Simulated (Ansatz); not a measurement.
# C2H8F2In2O2 (SMILES C[O+]1[InH-]([F])[O+](C)[InH-]1[F]): what the fields show

Input file:

```
crystal:
  periodic: [false, false, false]
  atoms:
    - {symbol: C, position_ang: [0.916191, -2.165952, -0.887896]}
    - {symbol: O, position_ang: [0.923528, -1.155053, 0.113081]}
    - {symbol: In, position_ang: [1.466352, 0.846025, -0.381417]}
    - {symbol: F, position_ang: [0.726621, 1.038658, -2.179828]}
    - {symbol: O, position_ang: [-0.242196, 1.195151, 0.844411]}
    - {symbol: C, position_ang: [-1.224346, 2.147668, 0.454546]}
    - {symbol: In, position_ang: [-0.808173, -0.807375, 1.306496]}
    - {symbol: F, position_ang: [-2.255465, -1.127928, 0.033281]}
    - {symbol: H, position_ang: [0.182709, -1.949719, -1.668697]}
    - {symbol: H, position_ang: [1.907273, -2.243116, -1.343554]}
    - {symbol: H, position_ang: [0.678699, -3.132996, -0.435961]}
    - {symbol: H, position_ang: [2.964737, 1.426897, 0.141613]}
    - {symbol: H, position_ang: [-1.983265, 2.238324, 1.236635]}
    - {symbol: H, position_ang: [-0.758216, 3.128316, 0.324490]}
    - {symbol: H, position_ang: [-1.711196, 1.859687, -0.480567]}
    - {symbol: H, position_ang: [-0.783252, -1.298597, 2.923348]}
basis:
  gaussian: {orbitals: def2-TZVPP}
hamiltonian: {xc: pbe0, dispersion: d4}
output: {orbitals: {seedname: orbitals}}
```

Launched as:

```sh
ansatz run in.yaml --threads 2 --pin off --events-out ev --progress --plain --max-ram 32768MiB --backend cuda --devices 0, --max-vram 18GiB
```

Geometry: PBE0-D4/def2-TZVP; core potentials replace the inner electrons of In.

Computed with Ansatz 0.2.0, RKS PBE0-D4/def2-TZVPP.

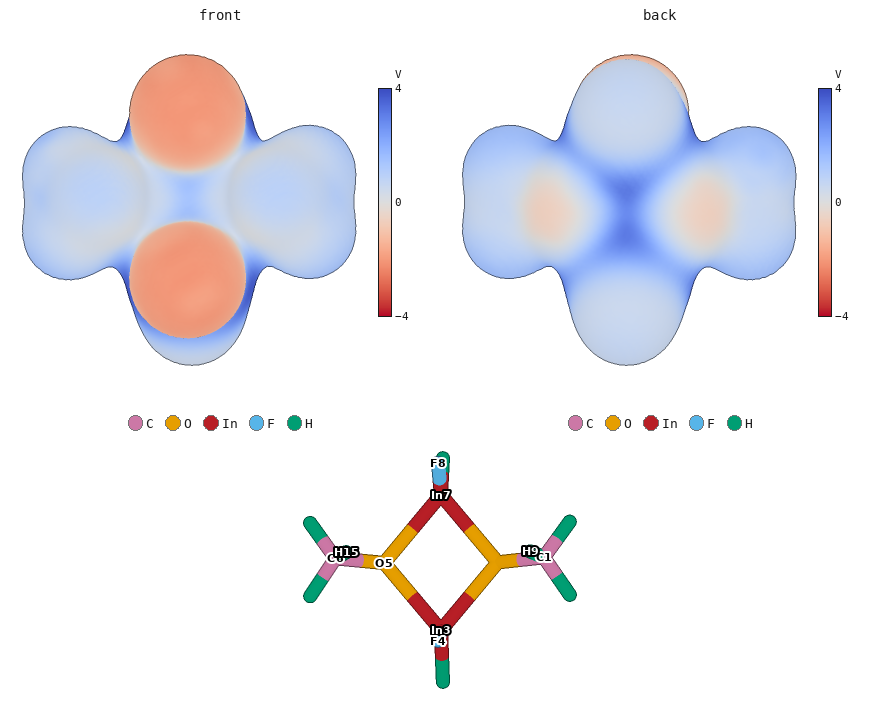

Figure 1. The molecular electrostatic potential painted on the density surface at 0.004 e/bohr³, seen from the front and from behind; red is negative and blue positive. The bare structure is drawn below in the same view.

Q: Which sites attract a positive test charge, and which a negative one?

A: A positive charge is drawn to the negative regions and a negative charge to the positive ones. The most negative region (about −2.0 V, or −46 kcal/mol for a unit charge) lies over F4 and F8, the most positive (about +3.6 V, or +83 kcal/mol for a unit charge) over In3 and In7.

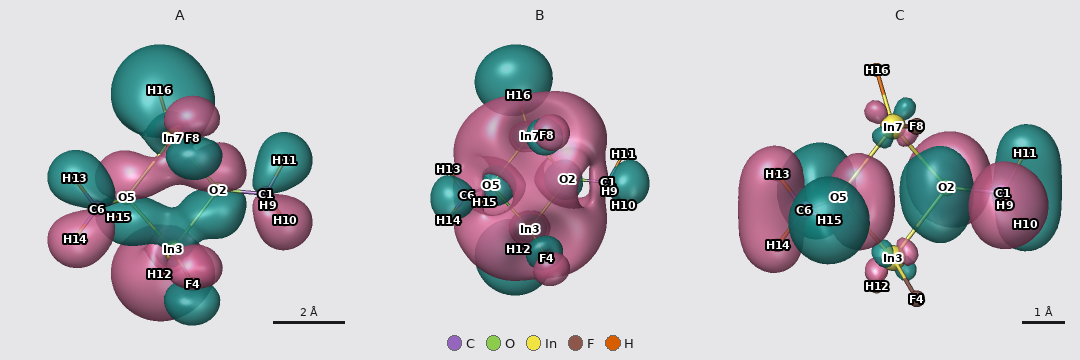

Figure 2. Three frontier orbitals at ±0.05 Å⁻³ᐟ² (teal and pink are the two phases), in no order.

Q: Order the three orbitals by energy and name them.

A: A is the HOMO−1 (−8.82 eV). By Hirshfeld shares it lies mainly on O2 (about 15 %), O5 (about 15 %), H16 (about 10 %), H12 (about 10 %), In7 (about 10 %) and In3 (about 10 %). C is the HOMO (−8.42 eV). Its weight (Hirshfeld) is mainly on O2 (about 30 %), O5 (about 30 %), C6 (about 5 %) and C1 (about 5 %). B is the LUMO (−1.09 eV). Its weight (Hirshfeld) is mainly on In3 (about 25 %), In7 (about 25 %), H16 (about 10 %) and H12 (about 10 %).

Q: What is the HOMO–LUMO gap?

A: 7.33 eV between the orbital energies.

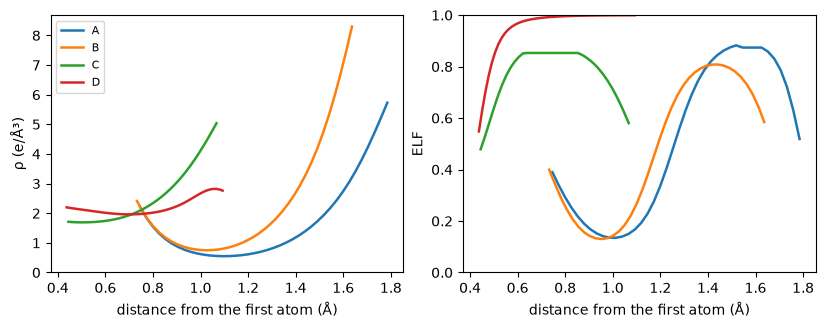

Figure 3. Electron density and electron localisation function along straight lines between neighbouring atoms. The curves leave out the atomic cores.

Q: Which curve belongs to which contact (C–H, C–O, In–F and In–O)? The first atom named is at distance zero.

A: Curve A: In–O (2.13 Å): ρ is about 0.56 e/Å³ halfway; the ELF peaks at about 0.90 in the valence shell of O, 0.6 Å from its nucleus, and drops to about 0.15 between the two atoms. Curve B: In–F (1.95 Å): the density is about 0.78 e/Å³ at the midpoint; the ELF peaks at about 0.80 in the valence shell of F, 0.5 Å from its nucleus, and drops to about 0.15 between the two atoms. Curve C: C–O (1.42 Å): ρ is about 2 e/Å³ halfway, with its minimum of 1.7 e/Å³ about 0.5 Å from C; the ELF peaks at about 0.85 between the atoms (a shared but strongly polarised pair). Curve D: C–H (1.09 Å): ρ at the midpoint is about 2.1 e/Å³; the ELF climbs to about 1 towards the hydrogen, as it does in any bond to H (a covalent bond by its length).
